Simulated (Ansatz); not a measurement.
## Convergence study of zone-centre phonons against the mesh for Zr (P6_3/mmc, 2 atoms in the cell)

```
Zr
1.0
    1.62308    -2.81125     0.00000
    1.62308     2.81125     0.00000
    0.00000     0.00000     5.17575
Zr
2
Direct
  0.33333   0.66667   0.25000
  0.66667   0.33333   0.75000
```

Method: PBE, PAW files (plane waves; Ansatz, a quantum-chemistry and plane-wave program).

Base settings: basis.ecutwfc = 420 eV; kpoints.mp_grid.grid = 12 12 7; hamiltonian.xc = pbe; hamiltonian.pseudopotentials = {kind: paw} (the program's default PAW files); scf.occupations.method = gaussian; scf.occupations.width = 0.1 eV.

In this ladder: phonons.method = dfpt.

Frequencies are those of the unrelaxed cell, without the LO-TO term of polar crystals.

Only quantities that move along the ladder and can be compared are tabulated.

Core times come from one kind of shared machine, to one figure; runs under 30 s give none.

The starting cell has typed, rounded lattice constants, without a prior relaxation at this level. Its lattice was rescaled by up to half a per cent.

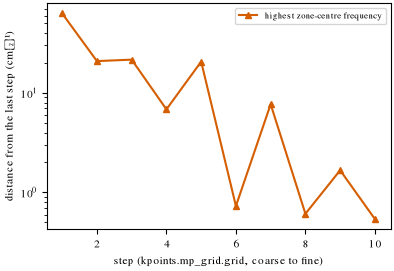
Distance from the last step along the ladder; very small values are drawn at a floor.

```tsv
kpoints.mp_grid.grid	highest zone-centre frequency (cm⁻¹)	core time / last (rough)
3 3 2	82.2	–
4 4 2	166.0	–
5 5 3	166.8	–
6 6 3	138.3	–
7 7 4	124.5	–
9 9 5	144.4	–
11 11 6	152.8	0.07
14 14 8	145.8	0.09
17 17 10	143.5	0.2
21 21 12	145.7	0.3
27 27 15	145.2	1
```

Coarsest kpoints.mp_grid.grid that holds the highest zone-centre frequency within 10 cm⁻¹ of the last step, with all finer ones: 9 9 5; the step before is off by 21 cm⁻¹.

Two neighbours can agree and both be off: 4 4 2 and 5 5 3 differ by 0.7 cm⁻¹ in the highest zone-centre frequency, yet lie about 22 cm⁻¹ from the last step.

Keys are those of Ansatz 0.2.
